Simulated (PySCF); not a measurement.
# Ta3: structure of the sextet

The task is one start of a wider search on Ta3: the sextet, from a equilateral triangle start. It is relaxed, tested by its Hessian and followed downhill if it is a saddle.

Program: PySCF 2.14.0. Level of theory: PBE0, basis Ta def2-TZVP with ECP60, scalar-relativistic core potentials, no spin–orbit coupling, density fitting. These are calculated values, not measurements.

## Step 1: Where the work starts

3 atoms, charge 0, spin multiplicity 6.

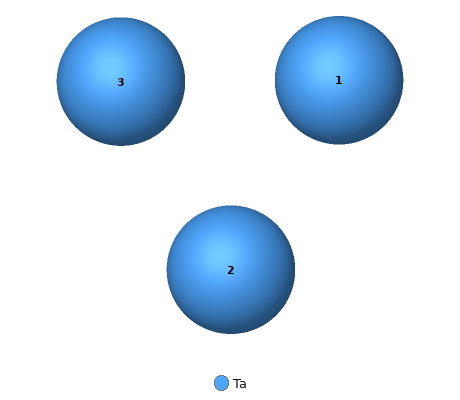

As it starts; tantalum blue; atoms are numbered from 1 in the order of the file.

Coordinates in bohr (charge 0 multiplicity 6):
```
Ta    1.5929   -2.7590    0.0000
Ta   -3.1858    0.0000    0.0000
Ta    1.5929    2.7590    0.0000
```

## Step 2: First SCF at the start

The steps below are one call of a driver around PySCF. For each, scf.py gives the equivalent set-up of the SCF; relaxations use the driver's own optimiser. After this first run the driver tries any further starts and a stability analysis.

scf.py

```python
from pyscf import gto, scf, dft
mol = gto.M(atom='''
Ta     0.842930    -1.460000     0.000000
Ta    -1.685860     0.000000     0.000000
Ta     0.842930     1.460000     0.000000''',
    basis={'Ta': 'def2-TZVP'},
    ecp={'Ta': 'def2-TZVP'},
    charge=0, spin=5)
mf = dft.UKS(mol, xc='PBE0')
mf.grids.atom_grid = (50, 194)
aux = {'Ta': 'def2-universal-JKFIT'}
mf = mf.density_fit(auxbasis=aux)
mf.conv_tol = 1e-08
mf.diis_space = 10
mf.max_cycle = 60
mf.init_guess = 'minao'
mf.verbose = 4
mf.kernel()
```

Started as:

```
$ OMP_NUM_THREADS=4 python axn.py task.json out
```

The program printed (excerpt; [...] marks lines left out):

```text
[... the frontier levels of the middle cycles are left out ...]
init E= -115.43170614412
[... the frontier-level lines of each cycle are left out ...]
cycle= 1 E= -169.925681803762  delta_E= -54.5  |g|=  1.1  |ddm|= 5.84
cycle= 2 E= -166.033283803584  delta_E= 3.89  |g|= 2.35  |ddm|= 8.26
cycle= 3 E= -170.615783028397  delta_E= -4.58  |g|= 0.187  |ddm|= 8.01
cycle= 4 E= -170.653195130912  delta_E= -0.0374  |g|= 0.0995  |ddm|= 0.68
cycle= 5 E= -170.657289255843  delta_E= -0.00409  |g|= 0.0718  |ddm|= 0.156
cycle= 6 E= -170.658864483256  delta_E= -0.00158  |g|= 0.0527  |ddm|= 0.0678
cycle= 7 E= -170.661074895898  delta_E= -0.00221  |g|= 0.0168  |ddm|= 0.091
cycle= 8 E= -170.661623957151  delta_E= -0.000549  |g|= 0.00313  |ddm|= 0.0828
cycle= 9 E= -170.661685443408  delta_E= -6.15e-05  |g|= 0.00121  |ddm|= 0.0231
cycle= 10 E= -170.661702833251  delta_E= -1.74e-05  |g|= 0.000512  |ddm|= 0.0191
cycle= 11 E= -170.661703382706  delta_E= -5.49e-07  |g|= 0.00031  |ddm|= 0.00217
cycle= 12 E= -170.661703707118  delta_E= -3.24e-07  |g|= 0.000103  |ddm|= 0.00187
cycle= 13 E= -170.661703847209  delta_E= -1.4e-07  |g|= 5.11e-05  |ddm|= 0.00153
cycle= 14 E= -170.661703884395  delta_E= -3.72e-08  |g|= 3.55e-05  |ddm|= 0.000993
[... 1 cycles left out ...]
Extra cycle  E= -170.661703552015  delta_E= 3.3e-07  |g|= 0.000741  |ddm|= 0.000606
SCF not converged.
init E= -115.43170614412
[... 17 cycles left out ...]
cycle= 18 E= -170.661629923829  delta_E= 3.48e-05  |g|= 0.011  |ddm|= 0.0141
cycle= 19 E= -170.661699442152  delta_E= -6.95e-05  |g|= 0.00255  |ddm|= 0.0076
cycle= 20 E= -170.661692994268  delta_E= 6.45e-06  |g|= 0.00426  |ddm|= 0.00578
SCF not converged.
init E= -170.661692994268
cycle= 1 E= -170.661538562394  delta_E= 0.000154  |g|= 0.0169  |ddm|= 0.0159
cycle= 2 E= -170.658747801238  delta_E= 0.00279  |g|= 0.0709  |ddm|= 0.0661
cycle= 3 E= -170.661241644066  delta_E= -0.00249  |g|= 0.0268  |ddm|= 0.0365
cycle= 4 E= -170.661644134857  delta_E= -0.000402  |g|= 0.00945  |ddm|= 0.0131
cycle= 5 E= -170.661694164085  delta_E= -5e-05  |g|= 0.00371  |ddm|= 0.00431
cycle= 6 E= -170.661702391422  delta_E= -8.23e-06  |g|= 0.00137  |ddm|= 0.00186
cycle= 7 E= -170.661703566851  delta_E= -1.18e-06  |g|= 0.000567  |ddm|= 0.000903
cycle= 8 E= -170.661703801206  delta_E= -2.34e-07  |g|= 0.000197  |ddm|= 0.000492
cycle= 9 E= -170.661703848994  delta_E= -4.78e-08  |g|= 8.91e-05  |ddm|= 0.00037
cycle= 10 E= -170.661703864252  delta_E= -1.53e-08  |g|= 5.88e-05  |ddm|= 0.000226
cycle= 11 E= -170.661703872128  delta_E= -7.88e-09  |g|= 4.47e-05  |ddm|= 0.000168
Extra cycle  E= -170.661703794776  delta_E= 7.74e-08  |g|= 0.000369  |ddm|= 0.000334
converged SCF energy = -170.661703794776  <S^2> = 8.8656122  2S+1 = 6.0384144
```

This step, with its further starts and checks, ran for 17 s (4 threads of Arm Neoverse V2, shared host).

Energies from each starting density:

```tsv
start	energy (Eh)
the minimal-basis guess	-170.661704
a thermally smeared density	-170.661704
a smeared PBE density	-170.661704
```

The test of internal stability and the other starts found no lower solution of this spin.

## Step 3: Relaxation: equilateral triangle start, sextet

The program finds D3h symmetry in the start, which this walk keeps. Threshold on the gradient: 0.0003 Eh/bohr, with a further test on the energy change.

Edit scf.py of step 2 so:

```diff
@@ -3,3 +3,3 @@
-Ta     0.842930    -1.460000     0.000000
-Ta    -1.685860     0.000000     0.000000
-Ta     0.842930     1.460000     0.000000''',
+Ta     0.842931    -1.459999     0.000000
+Ta    -1.685861     0.000000     0.000000
+Ta     0.842931     1.459999     0.000000''',
@@ -16 +15,0 @@
-mf.init_guess = 'minao'
```

Energy and gradient, step by step:

```tsv
step	energy (Eh)	change (kJ/mol)	largest symmetric gradient (Eh/bohr)
0	-170.661704	0.00	0.10205
1	-170.714039	-137.41	0.08462
2	-170.746045	-221.44	0.07002
3	-170.756725	-249.48	0.02070
4	-170.758216	-253.39	0.00422
5	-170.758275	-253.55	0.00034
6	-170.758275	-253.55	0.00001
```

The walk took 24 s.

Positions (Å) and forces (eV/Å) along the way:

```
step 0
Ta   0.843  -1.460   0.000  -2.629   4.535   0.000
Ta  -1.686   0.000   0.000   5.258   0.000   0.000
Ta   0.843   1.460   0.000  -2.629  -4.536   0.000
step 1
Ta   0.794  -1.376   0.000  -2.179   3.762   0.000
Ta  -1.589   0.000   0.000   4.359   0.000   0.000
Ta   0.794   1.376   0.000  -2.179  -3.762   0.000
step 3
Ta   0.729  -1.263   0.000  -0.533   0.921   0.000
Ta  -1.458   0.000   0.000   1.066   0.000   0.000
Ta   0.729   1.263   0.000  -0.533  -0.921   0.000
step 6
Ta   0.716  -1.240   0.000   0.000   0.000   0.000
Ta  -1.432   0.000   0.000   0.001   0.000   0.000
Ta   0.716   1.240   0.000   0.000   0.000   0.000
```

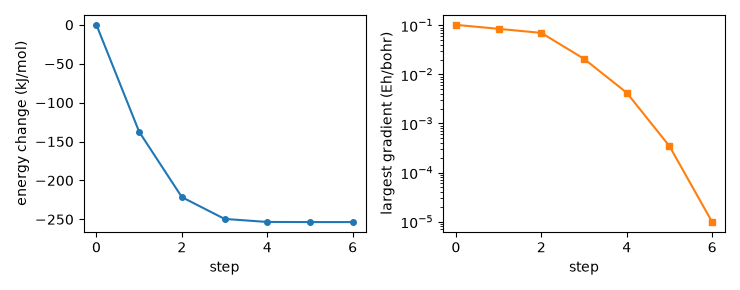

How energy and gradient fall.

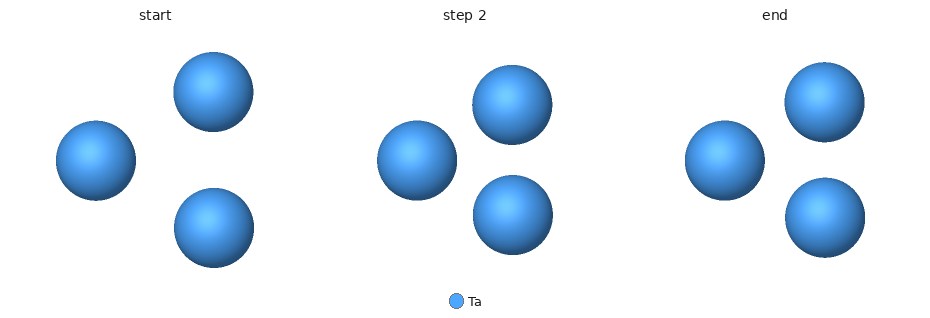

The geometry along the walk, at one scale.

End point (D3h, 6 steps, 253.5 kJ/mol gained): Ta–Ta 2.481 Å (×3); Ta–Ta–Ta 60.0° (×3).

## Step 4: Frequencies

The point is checked on the finer grid, and tightened if its gradient asks for it. The Hessian and the dipole derivatives come from central differences of analytic gradients, with steps of 0.02 bohr.

Edit scf.py of step 3 so:

```diff
@@ -3,3 +3,3 @@
-Ta     0.842931    -1.459999     0.000000
-Ta    -1.685861     0.000000     0.000000
-Ta     0.842931     1.459999     0.000000''',
+Ta     0.715964    -1.240085     0.000000
+Ta    -1.431927    -0.000000     0.000000
+Ta     0.715964     1.240085     0.000000''',
@@ -10 +10 @@
-mf.grids.atom_grid = (50, 194)
+mf.grids.atom_grid = (75, 302)
@@ -13 +13 @@
-mf.conv_tol = 1e-08
+mf.conv_tol = 1e-10
```

This SCF starts from the last density.

SCF at the final geometry:

```text
init E= -170.75845182465
[... the frontier-level lines of each cycle are left out ...]
cycle= 1 E= -170.75845182465  delta_E= -7.96e-13  |g|= 2.82e-06  |ddm|= 6.53e-06
Extra cycle  E= -170.758451824511  delta_E= 1.39e-10  |g|= 1.62e-05  |ddm|= 1.59e-05
converged SCF energy = -170.758451824511  <S^2> = 8.765016  2S+1 = 6.0050032
```

The whole step took 40 s.

Geometry: D3h; Ta–Ta 2.480 Å (×3); Ta–Ta–Ta 60.0° (×3).

Modes, for the most abundant isotopes:

| symmetry | ω (cm⁻¹) | IR (km/mol) |
| --- | --- | --- |
| e' | 181 | 1.2 |
| a1' | 260 | 0.0 |

No imaginary mode, so this is a minimum.

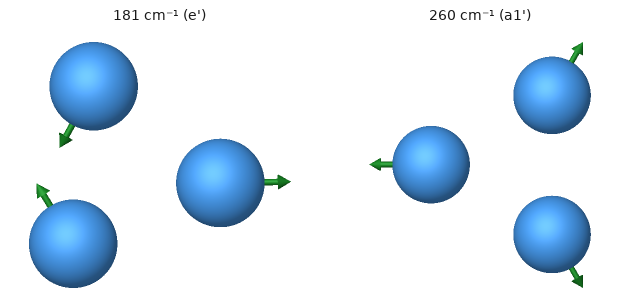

Displacements of 2 of the modes, as arrows (one member where a mode is degenerate).

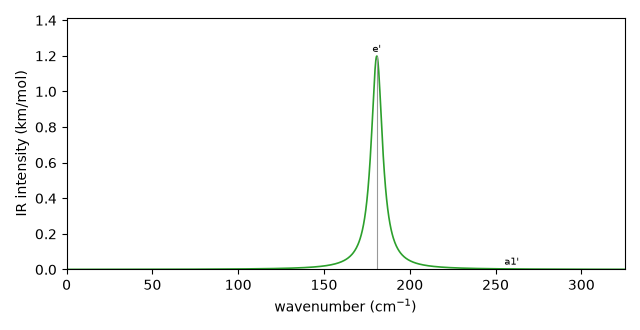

The harmonic infrared spectrum (widths in cm⁻¹). Lines are broadened to a width of 8 cm⁻¹ (Lorentzian).

Properties at this point:

```
Dipole moment                                                   : 0.00 D
Highest occupied level                                          : -4.32 eV
Lowest empty level                                              : -1.99 eV
Rotational constants                                            : 0.03029, 0.03029, 0.01515 cm⁻¹
Zero-point energy                                               : 3.7 kJ/mol
Principal polarisabilities                                      : 160.5, 211.5, 211.5 bohr³
Atomisation energy without zero-point energy                    : 763 kJ/mol
Principal traceless quadrupole moments about the centre of mass : -7.51, 3.76, 3.76 D Å
Entropy at 298.15 K and 1 bar (electronic part: spin only)      : 344.0 J/(mol K)
Heat capacity Cp at 298.15 K                                    : 56.2 J/(mol K)
Enthalpy at 298.15 K above 0 K                                  : 14.26 kJ/mol
Rotational symmetry number                                      : 6
Spin squared ⟨S²⟩                                               : 8.765
```

Charges (e) and bond orders:

```
 atom  Mulliken  Löwdin  polar tensor  spin (Mulliken)  Mayer order to Ta1
  Ta1      0.00    0.00          0.00             1.67                   –
Ta2,3      0.00    0.00          0.00             1.67                2.27
```

Mulliken populations on Ta1 (outside its core potential): s 3.30, p 6.20, d 3.48, f 0.03.

## Step 5: What came out

```
                                          quantity                                    value
                                           minimum                              sextet, D3h
                                          geometry  Ta–Ta 2.480 Å (×3); Ta–Ta–Ta 60.0° (×3)
                                wavenumbers (cm⁻¹)                      181 (e'), 260 (a1')
                                     dipole moment                                   0.00 D
highest occupied, lowest empty level (either spin)                          -4.32, -1.99 eV
                        polar-tensor charge of Ta1                                  -0.00 e
                                 zero-point energy                               3.7 kJ/mol
                               entropy at 298.15 K                          344.0 J/(mol K)
         atomisation energy (no zero-point energy)                               763 kJ/mol
                                              ⟨S²⟩                                    8.765
```

What this shows: The equilateral triangle start keeps its D3h symmetry and ends in a minimum. The strongest infrared band lies at 181 cm⁻¹ (e'). Only this shape and spin were tried, so other structures or states may lie lower. One determinant may miss the lowest occupation of an open d or f shell. Spin–orbit coupling, left out here, can matter for elements this heavy.

The search up to here took 80 s.
